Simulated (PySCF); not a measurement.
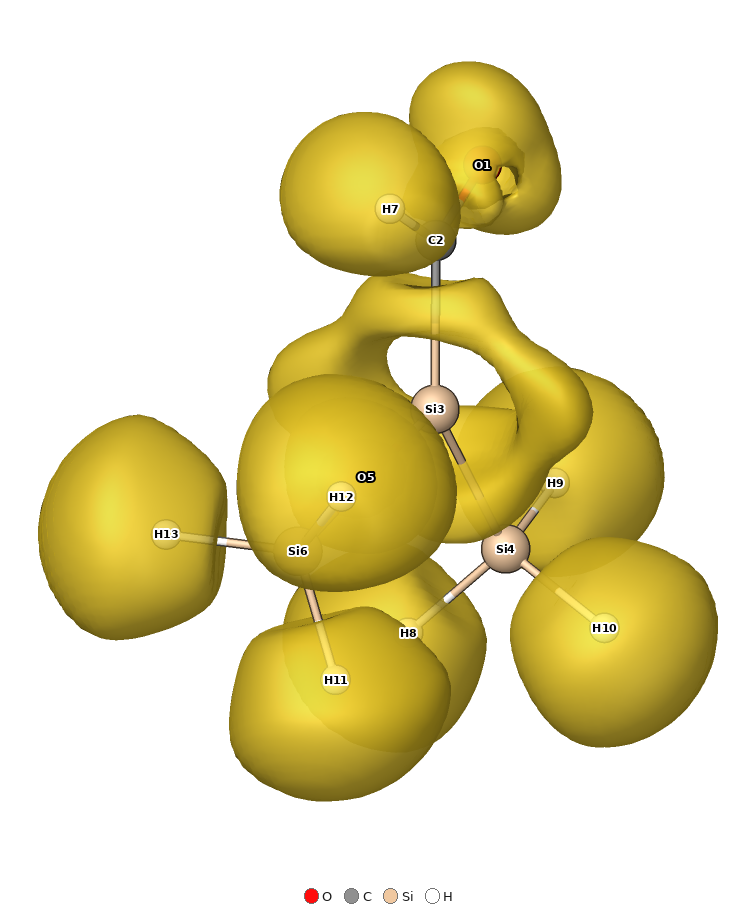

Figure 1: CH7O2Si3 (doublet). Isosurface of the electron localisation function at 0.75 (yellow), seen at an oblique angle. Core shells and regions of very low density are left out.

Geometry: GFN2-xTB.

Level of theory: PySCF 2.14.0, density-fitted response routines, UKS B3LYP, pcH-1 on C H O Si, non-relativistic, mean-field spin-orbit, GIAO.

```yaml
atoms:
  - { symbol: O, position_ang: [0.0556, 3.4740, 0.3897] }
  - { symbol: C, position_ang: [-0.5408, 2.3996, 0.3093] }
  - { symbol: Si, position_ang: [0.2866, 0.7481, 0.1222] }
  - { symbol: Si, position_ang: [2.3970, -0.1232, 0.0072] }
  - { symbol: O, position_ang: [-0.8395, -0.4230, 0.0724] }
  - { symbol: Si, position_ang: [-1.9063, -1.6423, -0.0028] }
  - { symbol: H, position_ang: [-1.6500, 2.3794, 0.3385] }
  - { symbol: H, position_ang: [2.5793, -0.9987, -1.1637] }
  - { symbol: H, position_ang: [3.3634, 0.9723, -0.0856] }
  - { symbol: H, position_ang: [2.7496, -0.9354, 1.1847] }
  - { symbol: H, position_ang: [-1.1372, -2.8590, 0.2517] }
  - { symbol: H, position_ang: [-2.8998, -1.3789, 1.0329] }
  - { symbol: H, position_ang: [-2.4622, -1.6124, -1.3529] }
```

Where are the electrons localised?

Answer. The surface consists of seven regions around hydrogen nuclei, two regions on O in which the atom's valence shell and bonds are merged and one region on Si in which the atom's valence shell and bonds are merged. Profiles from the grid: C–O (1.23 Å): the ELF peaks at about 0.85 between the atoms: a short, strongly polar bond. Si–O (1.62 Å): the ELF peaks at about 0.85 between the atoms (a polar covalent bond).
